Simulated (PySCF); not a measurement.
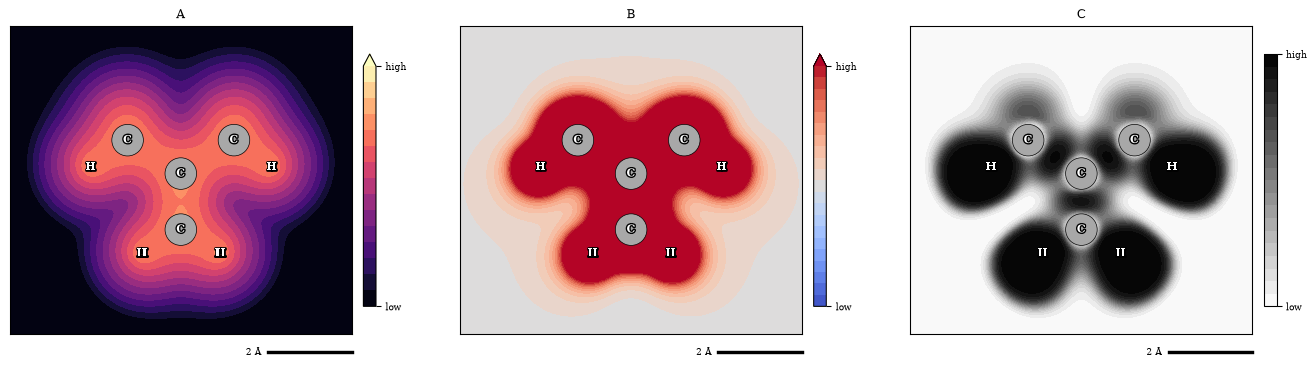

C$_{4}$H$_{8}$: 3 fields on the plane of atoms H5, C1 and H6, with unlabelled colour scales. Grey discs cover the atomic cores.

Geometry: PBE0-D3(BJ)/def2-SVP.

Level of theory: PBE0/pcSseg-1, SCF density, gas phase, non-relativistic (PySCF 2.14.0).

**Match the panels to the quantities (electron density, electron localisation function and electrostatic potential).**

Panel A: electron density. Panel B: electrostatic potential (strongly positive close to the atoms and fading to about zero outside). Panel C: electron localisation function. From the grid: C–C (1.34 Å): ρ at the midpoint is about 2.3 e/Å³; the ELF peaks at about 0.90 between the atoms; a short, multiple covalent bond. C–H (1.09 Å): ρ at the midpoint is about 2 e/Å³; the ELF climbs to about 1 towards the hydrogen, as it does in any bond to H (a covalent bond by its length).
